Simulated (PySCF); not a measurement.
# B₇NH₉−: magnetic properties

Aim: compute the magnetic properties of B₇NH₉−.

Computed with PySCF 2.14.0 and routines of our own; the level stands in each step. Atoms count from 0.

## Step 1: The system as given

17 atoms, charge -1, multiplicity 1; geometry from: GFN2-xTB.

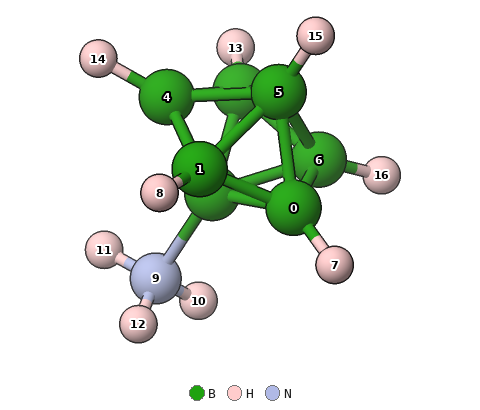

The starting geometry (boron green, hydrogen pink, nitrogen light blue).

## Step 2: Magnetic properties: GIAO PBE0/def2-SVP

The job: settings as JSON, then the geometry in Å.

```
{"job": {"kind": "mag", "xc": "PBE0", "basis": "def2-SVP"}, "charge": -1, "multiplicity": 1}
B     -0.364410    -1.371830     0.568400
B     -0.528880     0.023650     1.434370
B     -0.288050     0.144560    -0.286840
B      1.438610     0.377640    -0.335990
B      0.585650     1.104940     0.875340
B      1.148950    -0.586370     1.164990
B      0.851820    -1.152780    -0.525290
H     -1.063620    -2.362040     0.672050
H     -1.370680     0.241070     2.285790
N     -1.503010     0.769400    -1.525650
H     -1.360940     0.220540    -2.360880
H     -1.285700     1.745240    -1.665850
H     -2.421180     0.633530    -1.128120
H      2.299980     0.901700    -1.016630
H      0.708030     2.258540     1.241740
H      1.950060    -0.993930     1.974010
H      1.203380    -1.953860    -1.371420
```

Method: GIAO PBE0/def2-SVP magnetisability, rotational g tensor and spin-rotation constants, non-relativistic, gas phase.

Command:

```
OMP_NUM_THREADS=1 python excited_run.py task.json out
```

One launch serves the whole session: the jobs run in the order shown.

The log of the run:

```text
coarse grid: 14248 points
cycle   1  E = -233.4705395972  dE =  1.856e+00  |g| = 8.138e-01  |ddm| = 5.338e+00
cycle   2  E = -233.1151600787  dE =  3.554e-01  |g| = 1.332e+00  |ddm| = 3.269e+01
cycle   3  E = -233.7131139659  dE = -5.980e-01  |g| = 1.097e-01  |ddm| = 2.539e+01
cycle   4  E = -233.7143598861  dE = -1.246e-03  |g| = 9.195e-02  |ddm| = 6.346e-01
cycle   5  E = -233.7165401172  dE = -2.180e-03  |g| = 1.434e-02  |ddm| = 2.040e-01
cycle   6  E = -233.7166019098  dE = -6.179e-05  |g| = 2.720e-03  |ddm| = 4.691e-02
cycle   7  E = -233.7166043387  dE = -2.429e-06  |g| = 1.136e-03  |ddm| = 1.745e-02
final grid: 137800 points
cycle   8  E = -233.7429373831  dE = -6.450e-05  |g| = 1.348e-02  |ddm| = 9.943e-01
cycle   9  E = -233.7428951696  dE =  4.221e-05  |g| = 1.789e-02  |ddm| = 2.223e-01
cycle  10  E = -233.7429895319  dE = -9.436e-05  |g| = 9.330e-04  |ddm| = 1.444e-01
cycle  11  E = -233.7429897430  dE = -2.111e-07  |g| = 2.869e-04  |ddm| = 4.645e-03
cycle  12  E = -233.7429897604  dE = -1.743e-08  |g| = 6.648e-05  |ddm| = 1.039e-03
cycle  13  E = -233.7429897614  dE = -9.915e-10  |g| = 2.712e-05  |ddm| = 2.332e-04
converged SCF energy = -233.7429897614

Magnetisability tensor (1e-30 J/T^2)
    -1810.71      246.87     -491.18
      246.87    -1449.95      250.46
     -491.18      250.46    -1820.12
isotropic -1693.59   principal values   -2432.49  -1324.95  -1323.34
isotropic susceptibility -101.990 1e-6 cm^3/mol

Inertial axes            a          b          c
rot. const./GHz      3.4643     2.2081     2.2081
chi total          -146.486    -79.743    -79.743
chi diamagnetic    -488.236   -670.988   -670.988
chi paramagnetic    341.750    591.245    591.245
quadrupole/D A       23.208    -11.604    -11.604
g nuclear            0.5964     0.5910     0.5910
g electronic        -0.5562    -0.6133    -0.6133
g total              0.0402    -0.0223    -0.0223

Spin-rotation constants (kHz, H = +C I.J)
atom  isotope        aa         bb         cc
  0    11B        0.164      0.515      0.515
  1    11B        0.165      0.519      0.519
  2    11B        0.215      0.425      0.425
  3    11B        0.163      0.515      0.515
  4    11B        0.164      0.520      0.520
  5    11B        0.245      0.233      0.233
  6    11B        0.164      0.523      0.523
  7     1H       -0.236     -0.001     -0.001
  8     1H       -0.236     -0.000     -0.000
  9    14N        0.125      0.091      0.091
 10     1H       -0.440     -0.083     -0.083
 11     1H       -0.440     -0.083     -0.083
 12     1H       -0.437     -0.084     -0.084
 13     1H       -0.236     -0.001     -0.001
 14     1H       -0.236      0.000      0.000
 15     1H       -0.017     -0.174     -0.174
 16     1H       -0.236      0.001      0.001
```

It took 42 s on 1 thread of Arm Neoverse N1, shared host; peak memory 0.72 GiB.

From this job:

```tsv
quantity	value
magnetisability	-1694·10⁻³⁰ J/T²
molar susceptibility	-102.0·10⁻⁶ cm³/mol
rotational g (a, b, c)	0.0402, -0.0223, -0.0223
```

## Step 3: Magnetic properties: GIAO BP86/def2-SVP

The job, as its differences from that of step 2:

```diff
@@ -1,2 +1,2 @@
-{"job": {"kind": "mag", "xc": "PBE0", "basis": "def2-SVP"}, "charge": -1, "multiplicity": 1}
+{"job": {"kind": "mag", "xc": "BP86", "basis": "def2-SVP"}, "charge": -1, "multiplicity": 1}
 B     -0.364410    -1.371830     0.568400
```

With the program's defaults for keys left out, this is: GIAO BP86/def2-SVP magnetisability, rotational g tensor and spin-rotation constants, non-relativistic, gas phase.

The log of the run:

```text
coarse grid: 14248 points
cycle   1  E = -233.6494785931  dE =  1.356e+00  |g| = 9.345e-01  |ddm| = 6.064e+00
cycle   2  E = -229.0297033877  dE =  4.620e+00  |g| = 3.144e+00  |ddm| = 6.963e+01
cycle   3  E = -233.8821837413  dE = -4.852e+00  |g| = 5.936e-01  |ddm| = 6.178e+01
cycle   4  E = -233.9704639660  dE = -8.828e-02  |g| = 2.240e-01  |ddm| = 1.398e+00
cycle   5  E = -233.9811295188  dE = -1.067e-02  |g| = 5.512e-02  |ddm| = 1.710e+00
cycle   6  E = -233.9817510386  dE = -6.215e-04  |g| = 2.867e-02  |ddm| = 5.081e-01
cycle   7  E = -233.9820096755  dE = -2.586e-04  |g| = 5.486e-03  |ddm| = 1.459e-01
cycle   8  E = -233.9820183907  dE = -8.715e-06  |g| = 1.682e-03  |ddm| = 2.320e-02
final grid: 137800 points
cycle   9  E = -234.0111045874  dE = -1.114e-04  |g| = 1.537e-02  |ddm| = 2.026e+00
cycle  10  E = -234.0109490959  dE =  1.555e-04  |g| = 2.706e-02  |ddm| = 3.946e-01
cycle  11  E = -234.0111729759  dE = -2.239e-04  |g| = 1.637e-03  |ddm| = 2.658e-01
cycle  12  E = -234.0111736509  dE = -6.750e-07  |g| = 7.792e-04  |ddm| = 1.422e-02
cycle  13  E = -234.0111738043  dE = -1.534e-07  |g| = 9.895e-05  |ddm| = 1.684e-03
cycle  14  E = -234.0111737962  dE =  8.098e-09  |g| = 6.544e-05  |ddm| = 4.103e-04
cycle  15  E = -234.0111737976  dE = -1.368e-09  |g| = 4.679e-06  |ddm| = 5.755e-04
cycle  16  E = -234.0111737976  dE = -9.550e-12  |g| = 1.528e-06  |ddm| = 2.389e-05
converged SCF energy = -234.0111737976

Magnetisability tensor (1e-30 J/T^2)
    -1765.79      244.82     -486.41
      244.82    -1408.80      247.61
     -486.41      247.61    -1775.48
isotropic -1650.02   principal values   -2381.69  -1284.42  -1283.96
isotropic susceptibility -99.367 1e-6 cm^3/mol

Inertial axes            a          b          c
rot. const./GHz      3.4643     2.2081     2.2081
chi total          -143.427    -77.336    -77.336
chi diamagnetic    -488.600   -671.138   -671.138
chi paramagnetic    345.172    593.801    593.801
quadrupole/D A       23.450    -11.725    -11.725
g nuclear            0.5964     0.5910     0.5910
g electronic        -0.5618    -0.6160    -0.6160
g total              0.0347    -0.0250    -0.0250

Spin-rotation constants (kHz, H = +C I.J)
atom  isotope        aa         bb         cc
  0    11B        0.195      0.525      0.525
  1    11B        0.196      0.530      0.530
  2    11B        0.240      0.435      0.435
  3    11B        0.194      0.525      0.525
  4    11B        0.195      0.531      0.531
  5    11B        0.265      0.234      0.234
  6    11B        0.195      0.534      0.534
  7     1H       -0.243      0.003      0.003
  8     1H       -0.242      0.004      0.004
  9    14N        0.133      0.099      0.099
 10     1H       -0.441     -0.082     -0.082
 11     1H       -0.440     -0.081     -0.081
 12     1H       -0.437     -0.083     -0.083
 13     1H       -0.243      0.003      0.003
 14     1H       -0.242      0.004      0.004
 15     1H       -0.005     -0.177     -0.177
 16     1H       -0.242      0.004      0.004
```

It took 57 s on 1 thread of Arm Neoverse N1, shared host; peak memory 0.52 GiB.

From this job:

```tsv
quantity	value
magnetisability	-1650·10⁻³⁰ J/T²
molar susceptibility	-99.4·10⁻⁶ cm³/mol
rotational g (a, b, c)	0.0347, -0.0250, -0.0250
```

## Step 4: The levels compared

```tsv
level	ξ (10⁻³⁰ J/T²)	g(a)	g(b)	gap (eV)	functions	time
GIAO PBE0/def2-SVP	-1694	0.0402	-0.0223	4.95	157	42 s
GIAO BP86/def2-SVP	-1650	0.0347	-0.0250	3.10	157	57 s
```

## Step 5: Results

```
                                           quantity                      value
       magnetisability (step 2, GIAO PBE0/def2-SVP)           -1694·10⁻³⁰ J/T²
  molar susceptibility (step 2, GIAO PBE0/def2-SVP)        -102.0·10⁻⁶ cm³/mol
rotational g (a, b, c) (step 2, GIAO PBE0/def2-SVP)   0.0402, -0.0223, -0.0223
                    magnetisability over the levels  -1694 to -1650·10⁻³⁰ J/T²
```

For an ion, the motion of the centre of mass in the field is left out. The magnetisability spreads by 2.6 % over 2 levels, from GIAO PBE0/def2-SVP (42 s) to GIAO BP86/def2-SVP (57 s); the runs took 42 s to 57 s. Two levels can agree by chance, so this spread shows no convergence. Vibrational averaging and real surroundings are missing from these values.
